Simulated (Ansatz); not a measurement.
# A ladder of methods for [CF2]+ (SMILES F[C+]F)

[CF2]+: 3 atoms, total charge +1, spin state doublet. As SMILES, `F[C+]F`. The shape was relaxed beforehand at B3LYP/def2-SVP.

| atom | x (Å) | y (Å) | z (Å) |
| --- | --- | --- | --- |
| F | 0.3806 | 0.9767 | 0.3175 |
| C | 0.2767 | -0.2221 | 0.1277 |
| F | -0.6573 | -0.7546 | -0.4452 |

Quantity: the dissociation energy of the C2–F1 bond into singlet CF+ and doublet F (shapes relaxed at B3LYP/def2-SVP, no zero-point term), in eV. The values are calculated.

```json
{"level": "UHF/def2-TZVPP", "kind": "Hartree–Fock", "program": "Ansatz", "value (eV)": "2.04", "less CCSD(T)/def2-TZVPP": "-0.98", "CPU time (all runs)": "0.56 s"}
{"level": "USVWN5/def2-TZVPP", "kind": "LDA", "program": "Ansatz", "value (eV)": "4.91", "less CCSD(T)/def2-TZVPP": "+1.89", "CPU time (all runs)": "0.77 s"}
{"level": "UBLYP/def2-TZVPP", "kind": "GGA", "program": "Ansatz", "value (eV)": "3.61", "less CCSD(T)/def2-TZVPP": "+0.59", "CPU time (all runs)": "1.2 s"}
{"level": "U-r2SCAN/def2-TZVPP", "kind": "meta-GGA", "program": "Ansatz", "value (eV)": "3.85", "less CCSD(T)/def2-TZVPP": "+0.83", "CPU time (all runs)": "2.4 s"}
{"level": "UB3LYP/def2-TZVPP", "kind": "global hybrid", "program": "Ansatz", "value (eV)": "3.44", "less CCSD(T)/def2-TZVPP": "+0.42", "CPU time (all runs)": "1.4 s"}
{"level": "UPBE0-D4/def2-TZVPP", "kind": "global hybrid", "program": "Ansatz", "value (eV)": "3.66", "less CCSD(T)/def2-TZVPP": "+0.64", "CPU time (all runs)": "1.3 s"}
{"level": "UCAM-B3LYP/def2-TZVPP", "kind": "range-separated hybrid", "program": "Ansatz", "value (eV)": "3.52", "less CCSD(T)/def2-TZVPP": "+0.50", "CPU time (all runs)": "1.4 s"}
{"level": "UMP2/def2-TZVPP", "kind": "perturbation theory", "program": "Ansatz", "value (eV)": "3.47", "less CCSD(T)/def2-TZVPP": "+0.45", "CPU time (all runs)": "0.93 s"}
{"level": "UCCSD(T)/def2-TZVPP", "kind": "coupled cluster or CI", "program": "Ansatz", "value (eV)": "3.02", "less CCSD(T)/def2-TZVPP": "0.00", "CPU time (all runs)": "7.1 s"}
```

UCCSD(T)/def2-TZVPP is the highest level here, not the true value. The values span 2.04 to 4.91 eV. Hartree–Fock misses the correlation of the electron pair that is broken and comes out low. A fragment with an even electron count was run as a singlet and may have a lower triplet. Measured bond enthalpies also hold zero-point and thermal terms, a few tenths of an eV less. Times are those of the runs behind each value, whatever else they computed, on shared processors of several kinds: orders of magnitude only.

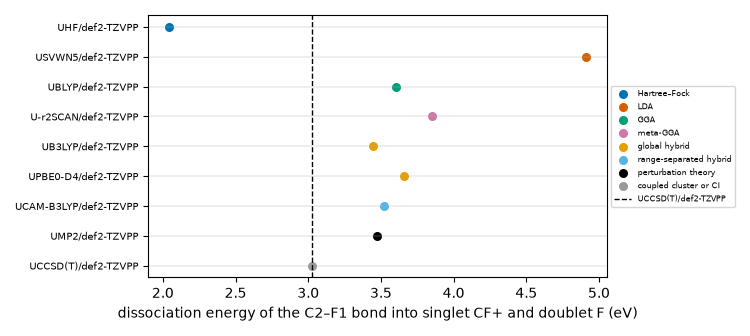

The values of the table, level by level.
